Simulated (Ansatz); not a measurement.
Input

```
crystal:
  periodic: [false, false, false]
  atoms:
    - symbol: C
      position_ang: [-0.164187, -0.326903, -0.065687]
    - symbol: C
      position_ang: [0.699729, -1.471540, 0.474649]
    - symbol: C
      position_ang: [-1.511212, -0.233934, 0.641375]
    - symbol: B
      position_ang: [-0.406153, 3.233656, 0.950142]
    - symbol: B
      position_ang: [0.656072, 1.018947, -0.098434]
    - symbol: O
      position_ang: [0.159247, 2.153087, 0.415120]
    - symbol: H
      position_ang: [-1.096609, 3.937406, 0.246991]
    - symbol: H
      position_ang: [-0.204269, 3.478088, 2.118697]
    - symbol: H
      position_ang: [1.760756, 1.077906, -0.598656]
    - symbol: H
      position_ang: [-0.342835, -0.540981, -1.141028]
    - symbol: H
      position_ang: [0.928724, -1.328326, 1.543774]
    - symbol: H
      position_ang: [1.658774, -1.549324, -0.060295]
    - symbol: H
      position_ang: [0.183302, -2.440641, 0.381096]
    - symbol: H
      position_ang: [-2.146993, 0.556632, 0.213301]
    - symbol: H
      position_ang: [-2.070555, -1.180983, 0.573986]
    - symbol: H
      position_ang: [-1.383520, -0.007379, 1.712960]
basis:
  gaussian:
    orbitals: def2-SVPD
hamiltonian:
  xc: pbe0
output:
  forces: true
  orbitals: {seedname: orbitals}
```

Command:

```sh
ansatz run input.yaml --threads 4 --pin off --max-ram 7830MiB --events-out events.jsonl --progress --plain --runs-dir runs
```

Geometry: PBE0-D3(BJ)/def2-SVP.

All numbers below come from isolated molecule in a Gaussian basis; Kohn-Sham density functional theory, functional PBE0 in Ansatz.

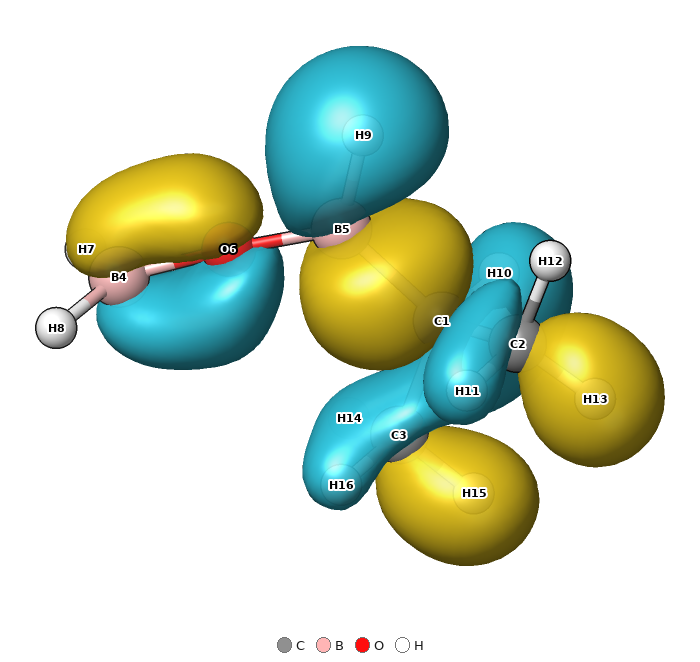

C₃H₁₀B₂O (SMILES BOBC(C)C). The HOMO at ±0.08 Å⁻³ᐟ² (yellow and cyan are the two phases), seen at a tilt.

Question: What is the character of this orbital?

Answer: Its weight (Hirshfeld) is mainly on C1 (about 25 %), B5 (about 20 %), H9 (about 10 %), O6 (about 10 %) and C3 (about 5 %). Its energy is −8.15 eV.
